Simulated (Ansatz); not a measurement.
**C2H8BN: a ladder of functionals and wavefunction methods**

Aim: compute C2H8BN with functionals from several rungs and with coupled cluster, and see how far each lands from CCSD(T) at the basis-set limit for the atomisation energy.

The runs use Ansatz 0.2.0, Gaussian basis; functionals in def2-TZVPP, the program's frozen cores in correlated methods.

The runs, in order: LDA (SPW92), PBE-D4, revPBE-D4, BLYP-D4, r2SCAN-D4, B97M-V, PBE0-D4, B3LYP-D4, r2SCANh-D4, r2SCAN0-D4, HSE06-D4, BHLYP-D4, CAM-B3LYP-D4, LC-ωPBE, ωB97X-V, ωB97M-V, B2PLYP, PBE-QIDH; CCSD(T)/def2-SVP; CCSD(T)/def2-TZVPP; MP2/def2-QZVPP; extrapolation to the limit; RPA on PBE.

**1. The relaxed structure**

All runs share one geometry, relaxed beforehand with PBE0-D4 in a triple-zeta def2 set.

12 atoms, charge 0, spin multiplicity 1.

Atoms are counted from 1 here; the program's logs count them from 0.

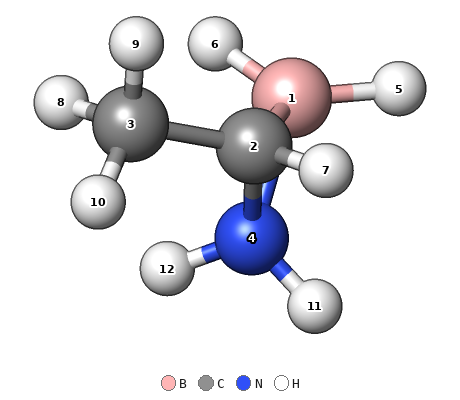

The structure; boron pink, carbon grey, nitrogen blue, hydrogen white; atoms are numbered from 1 in the order of the file.

As a file:

```xyz
12
charge 0, multiplicity 1
B    -1.12333    0.72521   -0.37304
C     0.38019    0.28655   -0.29737
C     1.10304   -0.02463    0.97993
N    -0.60915   -0.76367   -0.70927
H    -1.52297    1.30483   -1.34400
H    -1.75083    0.76387    0.65040
H     1.04075    0.51612   -1.13010
H     0.39639   -0.27827    1.77533
H     1.64852    0.86143    1.31251
H     1.82625   -0.84220    0.87807
H    -0.55894   -1.09256   -1.66059
H    -0.75293   -1.51180   -0.04787
```

**2. LDA**

This LDA is Slater exchange with PW92 correlation.

File in.yaml:

```yaml
crystal:
  periodic: [false, false, false]
  atoms:
    - {symbol: B, position_ang: [-1.123335, 0.725214, -0.373037]}
    - {symbol: C, position_ang: [0.380192, 0.286553, -0.297366]}
    - {symbol: C, position_ang: [1.103041, -0.024626, 0.979930]}
    - {symbol: N, position_ang: [-0.609146, -0.763667, -0.709275]}
    - {symbol: H, position_ang: [-1.522973, 1.304833, -1.344003]}
    - {symbol: H, position_ang: [-1.750828, 0.763865, 0.650399]}
    - {symbol: H, position_ang: [1.040754, 0.516117, -1.130104]}
    - {symbol: H, position_ang: [0.396389, -0.278272, 1.775330]}
    - {symbol: H, position_ang: [1.648520, 0.861435, 1.312509]}
    - {symbol: H, position_ang: [1.826253, -0.842195, 0.878070]}
    - {symbol: H, position_ang: [-0.558938, -1.092559, -1.660587]}
    - {symbol: H, position_ang: [-0.752930, -1.511797, -0.047866]}
basis:
  gaussian: {orbitals: def2-TZVPP}
hamiltonian: {xc: lda}
output: {orbitals: {seedname: orbitals}}
```

On the command line:

```console
> ansatz run in.yaml --threads 2 --pin off --events-out ev --progress --plain --max-ram 4352MiB
```

Further steps of the session: PBE-D4 (GGA); revPBE-D4 (GGA); BLYP-D4 (GGA); r2SCAN-D4 (meta-GGA); B97M-V (meta-GGA); B3LYP-D4 (hybrid); r2SCANh-D4 (hybrid); r2SCAN0-D4 (hybrid); HSE06-D4 (hybrid); BHLYP-D4 (hybrid); CAM-B3LYP-D4 (range-separated); LC-ωPBE (range-separated); ωB97X-V (range-separated); ωB97M-V (range-separated); B2PLYP (double hybrid); PBE-QIDH (double hybrid); CCSD(T) in def2-SVP; CCSD(T) in def2-TZVPP; MP2 in def2-QZVPP; RPA on PBE orbitals.

Before running them: what should the planned runs give, taken together? Wanted: atomisation energy, CCSD(T)/CBS; farthest beyond LDA; mean size of error, GGA; mean size of error, meta-GGA; mean size of error, hybrid; mean size of error, range-separated; mean size of error, double hybrid; gap, smallest and largest; T1 diagnostic.

**Answer**, as computed:

```
                               quantity                                                                             value
        atomisation energy, CCSD(T)/CBS                                                                     4429.6 kJ/mol
 functionals within 22.1 kJ/mol (0.5 %)  revPBE-D4, BLYP-D4, r2SCAN-D4, B97M-V, r2SCANh-D4, r2SCAN0-D4, LC-ωPBE, PBE-QIDH
                    farthest beyond LDA                                                            PBE-D4 (+101.0 kJ/mol)
                mean size of error, GGA                                                                       37.2 kJ/mol
           mean size of error, meta-GGA                                                                       20.6 kJ/mol
             mean size of error, hybrid                                                                       36.7 kJ/mol
    mean size of error, range-separated                                                                       33.0 kJ/mol
      mean size of error, double hybrid                                                                       12.1 kJ/mol
              gap, smallest and largest                                             5.65 eV (BLYP-D4), 12.74 eV (LC-ωPBE)
                          T1 diagnostic                                                                            0.0093
triples share of the correlation energy                                                                             3.7 %
```

In words: The LDA atomisation energy is off by 630.2 kJ/mol (14 %): it overbinds. PBE-D4 is off by +101.0 kJ/mol. Double hybrids carry the basis error of their MP2 part in triple zeta, and no dispersion term here, so their miss is partly the set-up's. The rungs double hybrid, meta-GGA miss on average by less than the doubt on the reference (22.1 kJ/mol), so they tie. Misses under about 22.1 kJ/mol are within the doubt on the reference itself, which lacks core-valence correlation, relativity and higher excitations. Hartree-Fock recovers 74 % of the binding; the rest is correlation. CCSD(T) in def2-SVP is off by -188.9 kJ/mol, more than most functionals: a good method in a small basis is no reference. Orbital gaps span 5.7 to 12.7 eV; exact exchange widens them.
